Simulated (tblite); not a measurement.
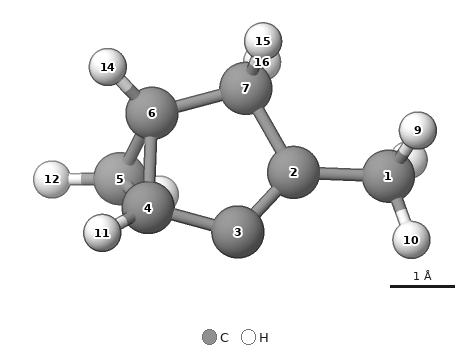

Figure 1. The structure as given in the input (ball-and-stick view, seen on its broad side; atoms are numbered from 1 in the order of the input). Bond lengths as drawn: C–C 1.32 to 1.53 Å and C–H 1.08 to 1.09 Å.

Run report: C7H9, frequency calculation

System: C7H9, multiplicity 2, SMILES CC1=[C][C@@H]2C[C@@H]2C1.
Method: GFN2-xTB harmonic vibrations, gas phase (tblite 0.8.0).

It belongs to a series of runs on one base structure; here: H removed from sp2 C.

**Log**
```
mode    cm-1     km/mol
  1     119.9      0.13
  2     156.5      0.64
  3     300.7      2.50
  4     334.3      3.84
  5     374.3      0.43
  6     471.4      2.12
  7     572.8      3.32
  8     653.4      1.40
  9     834.6      5.45
 10     841.1      2.25
 11     862.7      3.05
 12     870.1      3.58
 13     913.6      2.49
 14     978.6      7.60
 15     990.9      1.70
 16    1000.3      2.29
 17    1033.0      3.03
 18    1055.2      4.36
 19    1067.3      6.54
 20    1079.9      2.90
 21    1122.1      7.68
 22    1128.9      4.88
 23    1182.2      9.35
 24    1201.2      6.53
 25    1240.7      9.74
 26    1282.5      5.58
 27    1347.0      1.53
 28    1401.4      2.49
 29    1446.3      0.22
 30    1457.7      0.81
 31    1477.3      4.58
 32    1482.3      3.24
 33    1724.7      3.70
 34    2946.5     35.60
 35    2966.1     32.51
 36    2985.9     35.05
 37    3002.0     43.89
 38    3049.1     25.36
 39    3064.7     27.54
 40    3075.7     29.85
 41    3078.6     15.87
 42    3093.7     68.00
```

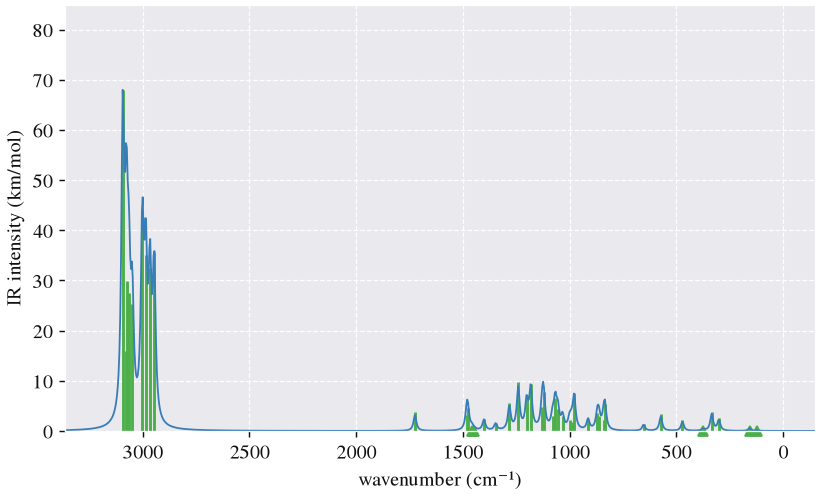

Figure 2. Harmonic infrared spectrum, unscaled: sticks (degenerate modes added up, dark ones marked on the axis) with a Lorentzian envelope of 16 cm⁻¹ full width, scaled to the tallest stick. 42 modes from 120 to 3094 cm⁻¹, none imaginary. The strongest line is at 3094 cm⁻¹ (68 km/mol).

The run was set up as follows.

**Input**
```
{"job": {"kind": "ir", "xc": "GFN2-xTB", "basis": "xTB"}, "charge": 0, "multiplicity": 2}
C      2.375582     0.095155    -0.437050
C      0.911182    -0.148258    -0.344850
C      0.024468    -0.395391    -1.283955
C     -1.361603    -0.498076    -0.847574
C     -1.890474     0.740934    -0.179661
C     -1.264930    -0.324215     0.666782
C      0.207622    -0.156709     1.017246
H      2.622324     1.081439    -0.041995
H      2.922329    -0.643982     0.149445
H      2.707327     0.039279    -1.470376
H     -2.038353    -1.191508    -1.321942
H     -2.962373     0.863986    -0.124355
H     -1.345625     1.663315    -0.319018
H     -1.886551    -0.892837     1.343008
H      0.570629    -0.993218     1.619092
H      0.400848     0.769029     1.563793
```

The first line tells a small driver script what to run in tblite; the rest is the geometry in Å.

Launch command:
```bash
OMP_NUM_THREADS=1 python <driver script> task.json out
```

**Results in brief**

```tsv
quantity	value
outcome	converged
total energy	−528.9381 eV
zero-point energy	84.7260 kcal/mol
hardware	1 CPU thread, shared host
wall time	1.2 s
peak memory	0.18 GiB
```
